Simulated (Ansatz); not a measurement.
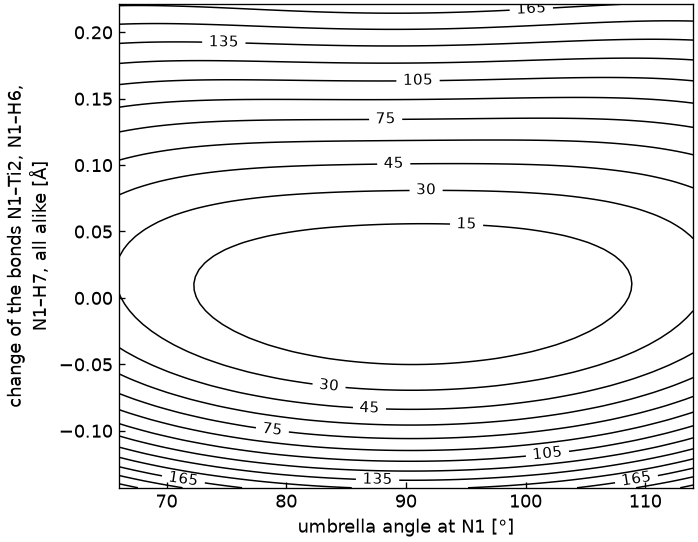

Energy landscape of ClFH3NOTi, SMILES [NH2][Ti]([OH])([F])[Cl]. 
- The first coordinate is: umbrella angle at N1 (between each of its bonds and their common axis; 90 is planar); the second: change of the bonds N1–Ti2, N1–H6, N1–H7, all alike.
- Nothing is relaxed (all other coordinates rigid).
- The grid has 15 × 15 points.
- Points are written as (first, second).
- Energies are in kJ/mol, from the relaxed molecule at the same level.
- Method: Ansatz 0.2.0, RKS SPW92 (LDA)/def2-SVP.

The picture shows contour lines labelled in kJ/mol. Between grid points the surface is interpolated. 

### Describe this landscape.

The lowest grid point is at (90.0°, 0.013 Å), 0.9 kJ/mol from the relaxed molecule at the same level. It is the only kind of minimum in the scanned range. The highest grid point, (66.0°, −0.143 Å), lies 202 kJ/mol above the lowest. Round the minimum the two coordinates are nearly uncoupled.

The values on the grid:

| second ↓, first → | 66.0 | 69.4 | 72.9 | 76.3 | 79.7 | 83.1 | 86.6 | 90.0 | 93.4 | 96.9 | 100.3 | 103.7 | 107.1 | 110.6 | 114.0 |
| --- | --- | --- | --- | --- | --- | --- | --- | --- | --- | --- | --- | --- | --- | --- | --- |
| 0.221 | 166 | 166 | 167 | 169 | 171 | 172 | 173 | 173 | 173 | 171 | 169 | 167 | 165 | 164 | 164 |
| 0.195 | 139 | 138 | 138 | 138 | 140 | 141 | 141 | 141 | 141 | 140 | 138 | 137 | 136 | 135 | 136 |
| 0.169 | 113 | 111 | 110 | 110 | 110 | 111 | 111 | 111 | 111 | 110 | 109 | 108 | 108 | 109 | 110 |
| 0.143 | 90 | 86 | 85 | 84 | 84 | 84 | 84 | 84 | 83 | 83 | 82 | 82 | 83 | 84 | 87 |
| 0.117 | 69 | 65 | 62 | 61 | 60 | 59 | 59 | 59 | 58 | 58 | 59 | 59 | 60 | 63 | 66 |
| 0.091 | 52 | 47 | 43 | 41 | 39 | 38 | 38 | 37 | 37 | 37 | 38 | 39 | 41 | 45 | 50 |
| 0.065 | 39 | 33 | 28 | 25 | 23 | 21 | 20 | 20 | 20 | 21 | 22 | 24 | 26 | 31 | 37 |
| 0.039 | 31 | 24 | 18 | 14 | 11 | 9 | 8 | 8 | 8 | 9 | 10 | 13 | 16 | 22 | 29 |
| 0.013 | 29 | 21 | 14 | 9 | 6 | 3 | 2 | 1 | 1 | 2 | 4 | 8 | 12 | 18 | 26 |
| −0.013 | 34 | 24 | 16 | 11 | 6 | 4 | 2 | 1 | 1 | 3 | 5 | 9 | 14 | 22 | 31 |
| −0.039 | 46 | 35 | 27 | 20 | 15 | 12 | 10 | 9 | 9 | 11 | 14 | 18 | 25 | 33 | 43 |
| −0.065 | 68 | 56 | 46 | 39 | 33 | 29 | 27 | 26 | 26 | 28 | 32 | 37 | 44 | 53 | 65 |
| −0.091 | 100 | 87 | 76 | 68 | 62 | 57 | 55 | 54 | 54 | 56 | 60 | 66 | 74 | 84 | 97 |
| −0.117 | 144 | 130 | 118 | 109 | 102 | 98 | 95 | 94 | 94 | 97 | 101 | 108 | 116 | 128 | 141 |
| −0.143 | 203 | 187 | 175 | 165 | 158 | 152 | 149 | 148 | 149 | 152 | 157 | 164 | 173 | 185 | 200 |

Each point was launched as `ansatz run input.yaml --threads 1 --pin off --max-ram 2560MiB --backend cpu --events-out ev --progress --plain --runs-dir out`. The whole map (225 points run) took 12 min on 1 thread of Intel(R) Xeon(R) Platinum 8259CL CPU @ 2.50GHz (Skylake/Cascade Lake), with other jobs on the host.
